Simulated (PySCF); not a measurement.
BCl2H5Si2

```csv
atom,x (Å),y (Å),z (Å)
Si,1.6393,-0.3476,-0.2760
Si,-0.3447,0.8565,-0.0970
B,-1.8480,-0.3036,0.4435
Cl,-2.7932,-1.1576,-0.7225
Cl,-2.1954,-0.6312,2.1032
H,2.7443,0.4944,-0.7341
H,2.0462,-0.9272,1.0065
H,1.5299,-1.4639,-1.2194
H,-0.6178,1.5222,-1.3793
H,-0.1516,1.9627,0.8524
```

Geometry: GFN2-xTB.

All numbers below come from PBE0/def2-SVPD, SCF density, gas phase (PySCF).

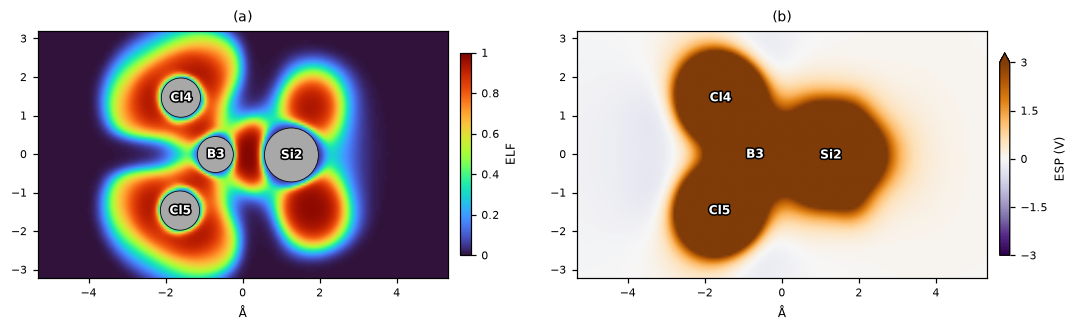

Figure 1. (a) electron localisation function; (b) molecular electrostatic potential on the plane of atoms Si2, B3 and Cl4. Grey discs cover the atomic cores in the ELF map.

Q: Describe what can be read from this map.

A: The plane passes through Si, B and Cl nuclei.
B–Cl (1.73 Å): the ELF peaks at about 0.90 between the atoms; a polar covalent bond.
Si–B (1.97 Å): the ELF peaks at about 1 between the atoms; a covalent bond.
The ELF also peaks beside Cl5 and Cl4, away from the bonds: lone-pair regions.
Outside the dense part of the molecule the potential is most negative (−0.3 V) near Cl4.

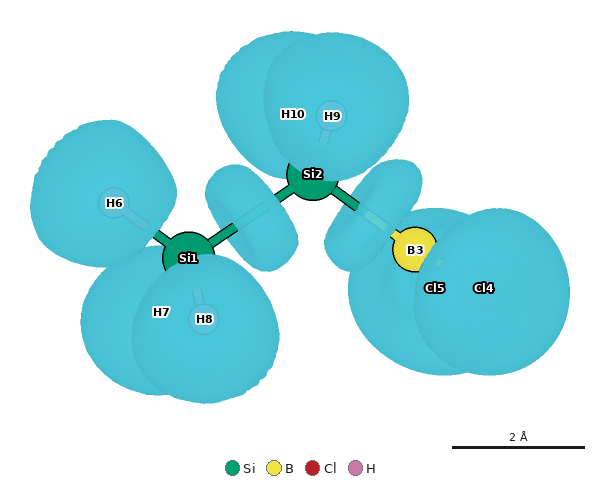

Figure 2. Isosurface of the ELF at 0.75 (cyan), seen at a tilt. Only the valence region is drawn (cores and ρ < 0.01 e/Å³ removed).

Q: What do the ELF domains correspond to?

A: At this value the surface marks out one region between bonded B–Si atoms (shared pairs), one region between bonded Si–Si atoms (shared pairs), five regions around hydrogen nuclei and two regions on Cl in which the atom's valence shell and bonds are merged.

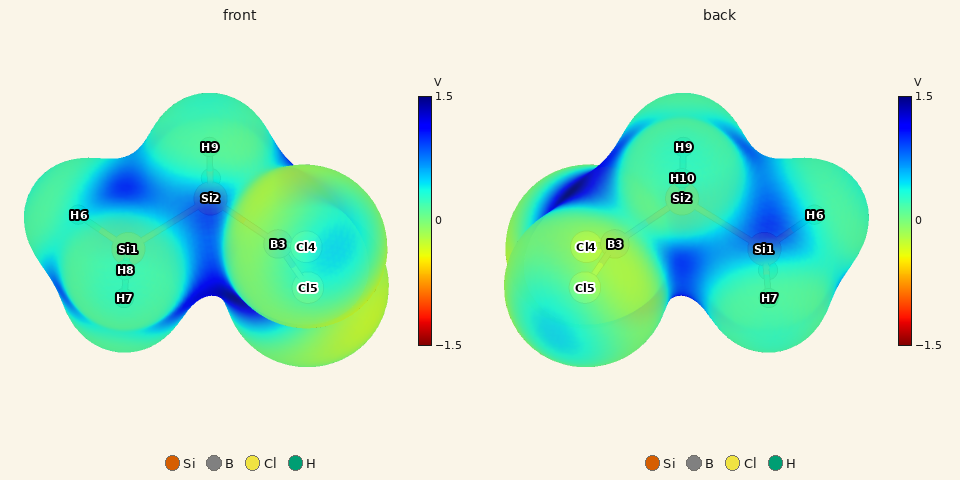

Figure 3. The molecular electrostatic potential painted on the density surface at 0.002 e/bohr³, seen from the front and from behind; the colour scale runs from red (negative) to blue (positive).

Q: Describe the electrostatic potential map.

A: The most negative region (about −0.3 V) lies over Cl4 and Cl5, the most positive (about +1.4 V) over B3. Cl4 shows a σ-hole: about +0.5 V at the tip opposite its bond, against about −0.1 V on its flanks. Cl5 shows a σ-hole: about +0.5 V at the tip opposite its bond, against about −0.1 V on its flanks.

Q: What dipole moment does the calculation give?

A: Its dipole moment is 0.52 D.
